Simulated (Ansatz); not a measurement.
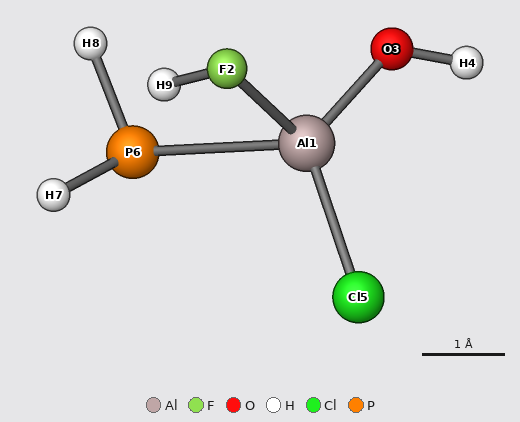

Fig. 1: The structure (ball-and-stick view, seen at a tilt; atoms are numbered from 1 in the order of the input). Sticks mark near contacts. Bond lengths as drawn: Al–Cl 2.13 Å, Al–F 1.91 Å, Al–O 1.71 Å, Al–P 2.45 Å, F–H 1.10 Å, H–O 0.97 Å and H–P 1.43 Å.

**Run report: AlPH₄ClOF, frequency calculation**

- system: AlPH₄ClOF
- method: RKS BLYP/def2-SVP (Ansatz 0.2.0)

It belongs to a series of runs on one base structure; here: vibrations at the highest image of the band. Figures and captions count atoms from 1; the log counts them from 0 in places.

### Input file
```yaml
crystal:
  periodic: [false, false, false]
  atoms:
    - { symbol: Al, position_ang: [-0.119252, 0.279839, -0.081053] }
    - { symbol: F, position_ang: [-0.436392, -0.200544, 1.737669] }
    - { symbol: O, position_ang: [1.515571, -0.120004, -0.400928] }
    - { symbol: H, position_ang: [1.840594, -0.513459, -1.226454] }
    - { symbol: Cl, position_ang: [-1.753531, -0.347257, -1.286406] }
    - { symbol: P, position_ang: [-0.346659, 2.585136, 0.701553] }
    - { symbol: H, position_ang: [-1.567605, 2.672705, 1.449852] }
    - { symbol: H, position_ang: [0.55209, 2.7495, 1.807972] }
    - { symbol: H, position_ang: [-0.470317, 0.902483, 1.771496] }
basis:
  gaussian: { orbitals: def2-SVP }
hamiltonian:
  xc: blyp
phonons: {}
```

Machine: 2 threads of Arm Neoverse V2, 24 GiB of memory available, shared host.

Run as:
```bash
ansatz run input.yaml --threads 2 --pin off --max-ram 3072MiB --backend cpu --events-out ev --progress --plain --runs-dir out
```

### Log
```
Engine: ansatz 0.2.0, aarch64-unknown-linux-gnu
Functional definition: BLYP
  parameter beta = 0.0042
  parameter a = 0.04918
  parameter b = 0.132
  parameter c = 0.2533
  parameter d = 0.349
  exchange = b88_x(beta = beta)
  correlation = lyp_c(a = a, b = b, c = c, d = d)
1118 factors; their error is unknown
mean field evaluation 1: about -33219.4509 eV, gradient 6.8e1 eV
mean field evaluation 2: about -33150.0647 eV, gradient 1.8e2 eV
mean field evaluation 4: about -33227.2054 eV, gradient 1.6e1 eV
mean field evaluation 8: about -33227.6832 eV, gradient 9.5e-2 eV
mean field evaluation 16: about -33227.6376 eV, gradient 3.9e-5 eV
mean field -33227.63758403 eV, -1221.0931587115 hartree, gradient 3.9e-5 eV, S^2 0.000000; 0 other end points of the search recorded, 0 dependent functions left out
the calculation of the forces begins
reference -33227.63791850 eV, -1221.0931710031 hartree; 33, 33 occupied and 69, 69 virtual orbitals, 1118 factors
these checks for a lower state are left out or cut short: stability, starts, cluster_reference, orbital_swaps, neighbouring_geometries, increment
1118 factors; their error is unknown
mean field -33227.63749400 eV, -1221.0931554028 hartree, gradient 2.6e-6 eV, S^2 0.000000; 0 other end points of the search recorded, 0 dependent functions left out
[... from here on the field's lines of each further geometry are left out, up to the last ...]
the calculation of the forces begins
reference -33227.63790465 eV, -1221.0931704941 hartree; 33, 33 occupied and 69, 69 virtual orbitals, 1118 factors
these checks for a lower state are left out or cut short: stability, starts, cluster_reference, orbital_swaps, neighbouring_geometries, increment
1118 factors; their error is unknown
mean field -33227.63757202 eV, -1221.0931582701 hartree, gradient 1.0e-6 eV, S^2 0.000000; 0 other end points of the search recorded, 0 dependent functions left out
the calculation of the forces begins
reference -33227.63790648 eV, -1221.0931705614 hartree; 33, 33 occupied and 69, 69 virtual orbitals, 1118 factors
WARN: phonons: modes at or below zero, which the zero-point energy, F, S and C_V leave out: 1, the lowest at -499.29 cm⁻¹. A minimum has none, and a first-order saddle one
Total energy: -33227.63791850 eV, -1221.0931710031 hartree
Atom 0 at    -0.119252     0.279839    -0.081053 Å, force     0.007725    -0.001823     0.002955 eV/Å
Atom 1 at    -0.436392    -0.200544     1.737669 Å, force    -0.001641    -0.003814    -0.001607 eV/Å
Atom 2 at     1.515571    -0.120004    -0.400928 Å, force    -0.004320     0.002119    -0.002491 eV/Å
Atom 3 at     1.840594    -0.513459    -1.226454 Å, force     0.000209    -0.000831     0.001750 eV/Å
Atom 4 at    -1.753531    -0.347257    -1.286406 Å, force    -0.001205    -0.000516    -0.001020 eV/Å
Atom 5 at    -0.346659     2.585136     0.701553 Å, force    -0.001228     0.000233    -0.000265 eV/Å
Atom 6 at    -1.567605     2.672705     1.449852 Å, force    -0.000199     0.000192     0.001333 eV/Å
Atom 7 at     0.552090     2.749500     1.807972 Å, force     0.000960    -0.000016    -0.000286 eV/Å
Atom 8 at    -0.470317     0.902483     1.771496 Å, force    -0.000301     0.004456    -0.000369 eV/Å
Dipole moment:     0.117970     0.103450     0.158119 e Å
Vibrations: -499.29 80.53 142.47 166.73 173.72 187.99 226.12 301.39 349.13 451.81 514.68 543.17 587.53 764.81 784.97 866.70 1063.23 1753.43 2320.80 2343.72 3789.82 cm⁻¹, zero-point energy 1.079454 eV
```

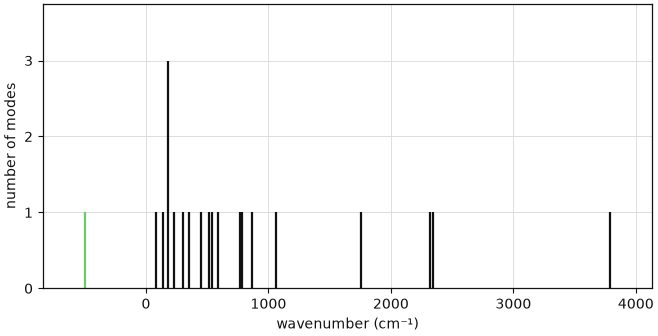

Fig. 2: Harmonic vibrational wavenumbers from the force constants; neighbouring modes closer than 19 cm⁻¹ are counted in one stick, and imaginary ones are drawn at negative wavenumbers. 21 modes from 499i to 3790 cm⁻¹, 1 imaginary beyond 8i (499i cm⁻¹): a first-order saddle point, if the geometry is stationary.

### Summary

| quantity | value |
| --- | --- |
| outcome | converged |
| total energy | −33227.6379 eV |
| mean-field energy | −33227.6379 eV |
| largest force (length of the vector) | 0.008 eV/Å |
| wall time | 55 s (CPU time 1.8 min) |
| peak memory | 0.14 GiB |
